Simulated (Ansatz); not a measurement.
Phonons of a relaxed structure of GaP by density-functional perturbation theory (low response-accuracy setting, no LO–TO term) at Γ and zone-boundary points with q components 0 or ½ of the primitive reciprocal vectors. All values below come from r2SCAN (plane waves to 500 eV, PAW, scalar-relativistic; Ansatz, an electronic-structure program). Γ-centred k-mesh 8×8×8, Fermi–Dirac smearing 0.05 eV.

```yaml
crystal:
  lattice:
    - [0.00000, 2.72569, 2.72569]
    - [2.72569, 0.00000, 2.72569]
    - [2.72569, 2.72569, 0.00000]
  atoms:
    - { symbol: P, position: [0.75000, 0.75000, 0.75000] }
    - { symbol: Ga, position: [0.00000, 0.00000, 0.00000] }
```

Space group F-43m (No. 216), zinc blende type.

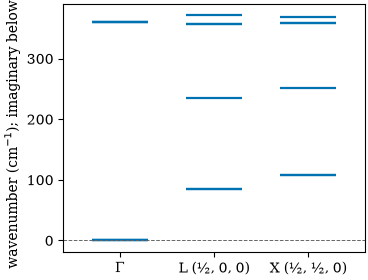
Figure. Phonon wavenumbers at the sampled wavevectors

**Question.** Is the structure stable at these points, and where is the highest mode?

**Answer.** No instability shows at these points (nothing beyond 15i cm⁻¹, the threshold used here). Other wavevectors were not sampled, so this does not prove stability. The highest mode lies near 370 cm⁻¹.

```tsv
q	wavenumbers (cm⁻¹; i marks imaginary)
Γ	0 (×3), 360 (×3)
L (½, 0, 0)	84 (×2), 234, 358 (×2), 372
X (½, ½, 0)	109 (×2), 252, 358 (×2), 369
```

No spin polarisation in the result.
